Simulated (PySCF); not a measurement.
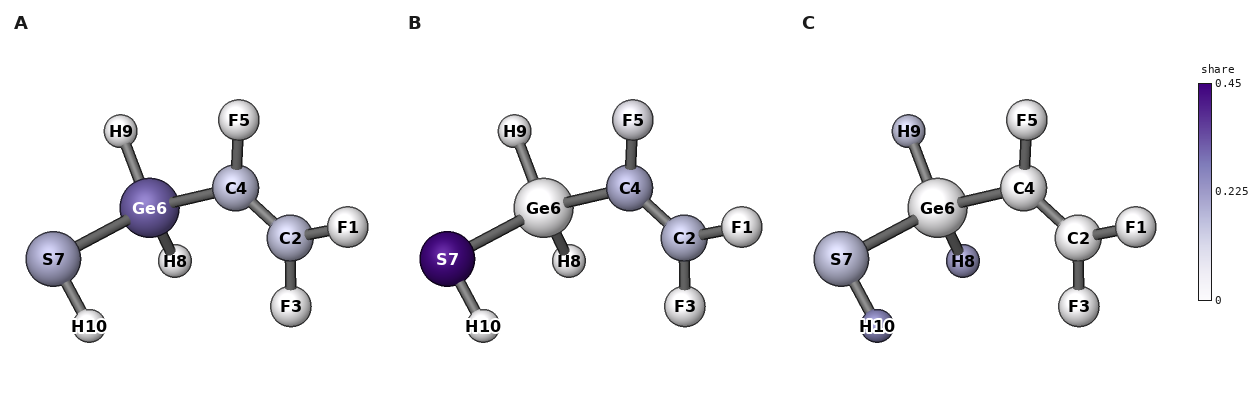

Each panel colours the atoms by their Löwdin share in one orbital (up to four of the largest shares; other atoms are shown as zero). Computed geometry: PBE0-D3(BJ)/def2-SVP optimisation. No frequency run is at hand to confirm it as a minimum. Level of theory: PBE0/aug-cc-pVDZ (PySCF 2.14.0).

### The panels show the HOMO, LUMO, LUMO+1, in some order. Which is which?

A: LUMO, −0.86 eV; Ge6 0.32, S7 0.19, C2 0.15, C4 0.15
B: HOMO, −7.46 eV; S7 0.44, C4 0.19, C2 0.17, F5 0.06
C: LUMO+1, −0.44 eV; H10 0.26, H8 0.22, S7 0.16, H9 0.15
